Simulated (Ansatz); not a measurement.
Predicting a hybrid from its neighbours: H3NO

H3NO: 5 atoms, total charge 0, spin state singlet. SMILES: `NO`. The shape is that of a PBE0-D4/def2-TZVP optimisation. This is one conformer, not always the lowest.

The HOMO–LUMO gap y, in eV, basis def2-TZVPP; a is the functional's share of exact exchange. Programs: Ansatz 0.2.0.

| functional | program | a | y (eV) |
| --- | --- | --- | --- |
| PBE | Ansatz | 0 | 6.15 |
| r2SCAN | Ansatz | 0 | 7.37 |
| B3LYP | Ansatz | 0.2 | ? |
| PBE0 | Ansatz | 0.25 | 8.64 |
| BHLYP | Ansatz | 0.5 | 10.77 |

Problem. Fit y = c + s·a to the known rows and predict B3LYP.

Solution. 
1. Means of the 4 rows: a = 0.1875, y = 8.232.
2. Σ(Δa)² = 0.17188, Σ(Δa·Δy) = 1.3706, so the slope is 1.3706/0.17188 = 7.9742.
3. Intercept: 8.232 − (7.9742) × 0.1875 = 6.737. The largest residual of the fit is 0.63.
4. B3LYP: 6.737 + (7.9742) × 0.2 = 8.33 eV.

The run gave 7.98 eV, so the prediction is off by +0.35 eV, within the largest residual. Exact exchange lowers occupied levels and raises empty ones. The rows mix families of semi-local functionals, which the line can't see.

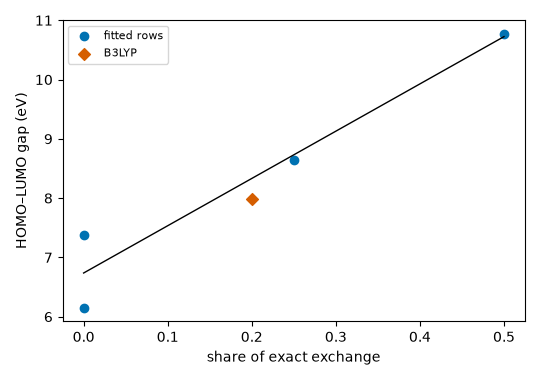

The fitted line, with the withheld row.
